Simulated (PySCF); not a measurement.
**One shape, several levels: [SiF5]− (SMILES F[Si-](F)(F)(F)F)**

Aim: a comparison of 6 runs (HF/STO-3G, HF/3-21G, HF/def2-SVP, B3LYP/6-31G*, B3LYP/def2-SVP, PBE0/def2-SVP) of [SiF5]−. Input form: a Python script.

Program for the calculation: PySCF 2.14.0.

### 1 The molecule

[SiF5]− has 6 atoms, charge -1, and is taken as a singlet. SMILES: `F[Si-](F)(F)(F)F`. The shape is that of a PBE0-D4/def2-TZVPD optimisation.

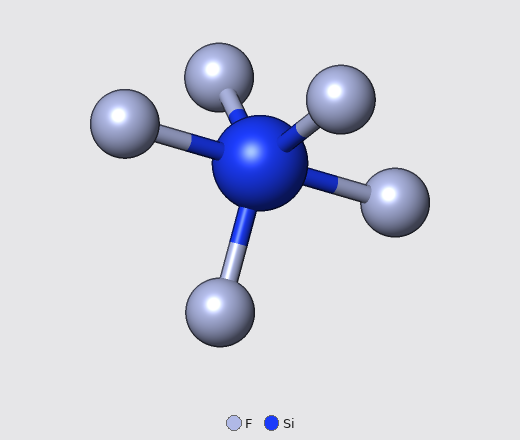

Viewed from a chosen angle; fluorine light blue, silicon blue.

### 2 Energy and forces at HF/STO-3G (run 1)

Input file input.py:

```python
# F[Si-](F)(F)(F)F
import pyscf.grad
from pyscf import gto, scf

mol = gto.M(
    atom='''
F   -0.716900  -1.106000   1.023500
Si   0.000000   0.000000   0.000000
F   -1.466700   0.583500  -0.396400
F    0.651500  -1.218400  -0.860200
F    0.716500   1.105800  -1.024000
F    0.815500   0.635100   1.257000
''',
    max_memory=1860,
    basis='sto-3g',
    verbose=4,
    charge=-1,
)

mf = scf.RHF(mol)
mf.conv_tol = 1e-10
mf.kernel()
if not mf.converged:
    mf = mf.newton().run(mf.mo_coeff, mf.mo_occ)

e_final = mf.e_tot
print('Final energy', e_final)
grad = mf.Gradients().kernel()
dip = mf.dip_moment()
pop, q = mf.mulliken_pop()
```

Launch:

```
$ OMP_NUM_THREADS=1 python input.py
```

The log of the run:

```text
PySCF version 2.14.0

[... 56 lines left out ...]
converged SCF energy = -775.753538971602
Final energy -775.753538971602
[... 13 lines left out ...]
WARN: System has nonzero charge -1; the dipole moment is origin-dependent.
[... 2 lines left out ...]
Dipole moment(X, Y, Z, Debye):  0.00047,  0.00012,  0.00055
 ** Mulliken pop  **
pop of  0 F 1s            1.99920
pop of  0 F 2s            1.95371
pop of  0 F 2px           1.89680
pop of  0 F 2py           1.80418
pop of  0 F 2pz           1.82710
pop of  1 Si 1s           1.99957
pop of  1 Si 2s           1.98506
pop of  1 Si 3s           0.95757
pop of  1 Si 2px          1.96551
pop of  1 Si 2py          1.96540
pop of  1 Si 2pz          1.96543
pop of  1 Si 3px          0.61644
pop of  1 Si 3py          0.62623
pop of  1 Si 3pz          0.62379
pop of  2 F 1s            1.99917
pop of  2 F 2s            1.95344
pop of  2 F 2px           1.64836
pop of  2 F 2py           1.90943
pop of  2 F 2pz           1.93396
pop of  3 F 1s            1.99917
pop of  3 F 2s            1.95344
pop of  3 F 2px           1.89205
pop of  3 F 2py           1.74798
pop of  3 F 2pz           1.85170
pop of  4 F 1s            1.99920
pop of  4 F 2s            1.95371
pop of  4 F 2px           1.89688
pop of  4 F 2py           1.80423
pop of  4 F 2pz           1.82697
pop of  5 F 1s            1.99917
pop of  5 F 2s            1.95343
pop of  5 F 2px           1.85810
pop of  5 F 2py           1.90054
pop of  5 F 2pz           1.73309
 ** Mulliken atomic charges  **
charge of    0F =     -0.48099
charge of    1Si =      1.29500
charge of    2F =     -0.44435
charge of    3F =     -0.44434
charge of    4F =     -0.48099
charge of    5F =     -0.44433
```

Wall time 4.2 s (1 thread of Intel Xeon at 2.50GHz (Skylake/Cascade Lake), shared host); peak memory 0.12 GiB.

### 3 Energy and forces at HF/3-21G (run 2)

Input file job.py:

```python
# F[Si-](F)(F)(F)F
from pyscf import gto

system = gto.M(
    atom=[
    ('F', (-0.716900, -1.106000, 1.023500)),
    ('Si', (-0.000000, -0.000000, -0.000000)),
    ('F', (-1.466700, 0.583500, -0.396400)),
    ('F', (0.651500, -1.218400, -0.860200)),
    ('F', (0.716500, 1.105800, -1.024000)),
    ('F', (0.815500, 0.635100, 1.257000)),
],
    spin=0,
    verbose=4,
    max_memory=1860,
    charge=-1,
    basis='3-21g',
)

mf = system.RHF()
mf.conv_tol = 1e-10
mf.kernel()
if not mf.converged:
    mf = mf.newton().run(mf.mo_coeff, mf.mo_occ)

energy = mf.e_tot
print(f'total energy: {energy:.8f} hartree')
grad = mf.nuc_grad_method().kernel()
dip = mf.dip_moment()
pop, q = mf.mulliken_pop()
```

Launch:

```
$ OMP_NUM_THREADS=1 python job.py
```

The log of the run:

```text
PySCF version 2.14.0

[... 58 lines left out ...]
converged SCF energy = -782.284098153809
total energy: -782.28409815 hartree
[... 13 lines left out ...]
WARN: System has nonzero charge -1; the dipole moment is origin-dependent.
[... 2 lines left out ...]
Dipole moment(X, Y, Z, Debye):  0.00040,  0.00005,  0.00043
[... 26 lines left out ...]
pop of  2 F 2px           0.76974
pop of  2 F 2py           0.84872
pop of  2 F 2pz           0.85409
pop of  2 F 3px           1.00716
pop of  2 F 3py           1.06799
pop of  2 F 3pz           1.07396
pop of  3 F 1s            1.98454
pop of  3 F 2s            0.43429
pop of  3 F 3s            1.54440
pop of  3 F 2px           0.83786
pop of  3 F 2py           0.80359
pop of  3 F 2pz           0.83110
pop of  3 F 3px           1.06466
pop of  3 F 3py           1.02990
pop of  3 F 3pz           1.05456
pop of  4 F 1s            1.98452
pop of  4 F 2s            0.43265
pop of  4 F 3s            1.54396
pop of  4 F 2px           0.84321
pop of  4 F 2py           0.81228
pop of  4 F 2pz           0.81986
pop of  4 F 3px           1.07267
pop of  4 F 3py           1.04994
pop of  4 F 3pz           1.05552
pop of  5 F 1s            1.98454
pop of  5 F 2s            0.43429
pop of  5 F 3s            1.54440
pop of  5 F 2px           0.82838
pop of  5 F 2py           0.84623
pop of  5 F 2pz           0.79795
pop of  5 F 3px           1.05664
pop of  5 F 3py           1.06588
pop of  5 F 3pz           1.02656
 ** Mulliken atomic charges  **
charge of    0F =     -0.61461
charge of    1Si =      1.98387
charge of    2F =     -0.58489
charge of    3F =     -0.58489
charge of    4F =     -0.61461
charge of    5F =     -0.58487
```

Run time: 2.8 s. Hardware: 1 thread of Intel Xeon at 2.50GHz (Skylake/Cascade Lake), shared host; peak memory 0.13 GiB.

Runs 3 to 5 aren't shown in full; the table further down has their settings and results.

### 4 Energy and gradient at PBE0/def2-SVP (run 6)

Input file input.xyz:

```xyz
6
F5Si
F     -0.716900    -1.106000     1.023500
Si     0.000000     0.000000     0.000000
F     -1.466700     0.583500    -0.396400
F      0.651500    -1.218400    -0.860200
F      0.716500     1.105800    -1.024000
F      0.815500     0.635100     1.257000
```

Input file input.py:

```python
from pyscf import gto, dft

mol = gto.M(
    atom='input.xyz',
    verbose=3,
    basis='def2-svp',
    charge=-1,
    spin=0,
    max_memory=1860,
)

mf = dft.RKS(mol)
mf.xc = 'pbe0'
mf.conv_tol = 1e-10
mf.grids.level = 5
mf.kernel()
if not mf.converged:
    mf = mf.newton().run(mf.mo_coeff, mf.mo_occ)

energy = mf.e_tot
print(f'total energy: {energy:.8f} hartree')
grad = mf.nuc_grad_method().kernel()
mf.analyze()
```

Launch:

```
$ OMP_NUM_THREADS=1 python input.py
```

The log of the run:

```text
converged SCF energy = -787.983182998532
total energy: -787.98318300 hartree
[... 17 lines left out ...]
MO #8   energy= -3.5639303867803   occ= 2
[... 7 lines left out ...]
MO #16  energy= -0.379419622768673 occ= 2
[... 7 lines left out ...]
MO #24  energy= -0.217104544267244 occ= 2
[... 7 lines left out ...]
MO #32  energy= 0.368170074723095  occ= 0
[... 7 lines left out ...]
MO #40  energy= 0.778982916222034  occ= 0
[... 7 lines left out ...]
MO #48  energy= 1.40041837347798   occ= 0
[... 7 lines left out ...]
MO #56  energy= 1.64442148372498   occ= 0
[... 7 lines left out ...]
MO #64  energy= 3.24186868242505   occ= 0
[... 7 lines left out ...]
MO #72  energy= 3.29625847755034   occ= 0
[... 7 lines left out ...]
MO #80  energy= 3.46169459184998   occ= 0
[... 7 lines left out ...]
MO #88  energy= 3.98928024062164   occ= 0
[... 8 lines left out ...]
WARN: System has nonzero charge -1; the dipole moment is origin-dependent.
Location of origin: [0. 0. 0.]

Dipole moment(X, Y, Z, Debye):  0.00041,  0.00016,  0.00055
```

It took 44 s on 1 thread of Intel Xeon at 2.50GHz (Skylake/Cascade Lake), shared host; peak memory 0.86 GiB.

### 5 Overview of the runs

| run | level | integration grid | energy (Eh) | HOMO energy (eV) | LUMO energy (eV) | HOMO–LUMO gap (eV) | wall time |
| --- | --- | --- | --- | --- | --- | --- | --- |
| 1 | HF/STO-3G | – | -775.753539 | -2.18 | 20.92 | 23.10 | 4.2 s |
| 2 | HF/3-21G | – | -782.284098 | -9.71 | 12.68 | 22.39 | 2.8 s |
| 3 | HF/def2-SVP | – | -785.980051 | -10.42 | 11.30 | 21.72 | 13 s |
| 4 | B3LYP/6-31G* (spherical functions) | 5 | -789.037338 | -3.69 | 7.59 | 11.28 | 54 s |
| 5 | B3LYP/def2-SVP | 5 | -788.587441 | -3.91 | 7.53 | 11.44 | 41 s |
| 6 | PBE0/def2-SVP | 5 | -787.983183 | -4.35 | 7.87 | 12.22 | 44 s |

### 6 Summary of results

| quantity | value |
| --- | --- |
| run 6: total energy | -787.98318 Eh |
| run 6: HOMO energy | -4.35 eV |
| run 6: LUMO energy | 7.87 eV |
| run 6: HOMO–LUMO gap (to an unbound level, set by the basis) | 12.22 eV |
| run 6: largest force on an atom | 0.767 eV/Å |

In words: The HOMO–LUMO gap runs from 11.28 eV (B3LYP/6-31G*) to 23.10 eV (HF/STO-3G). The two ends differ in method and basis. The empty levels of an anion lie above zero and hang on the basis. Totals of different functionals can't be ranked against each other. In run 1 the basis is minimal, so the values are rough. All runs together took 2.7 min, the longest 54 s.
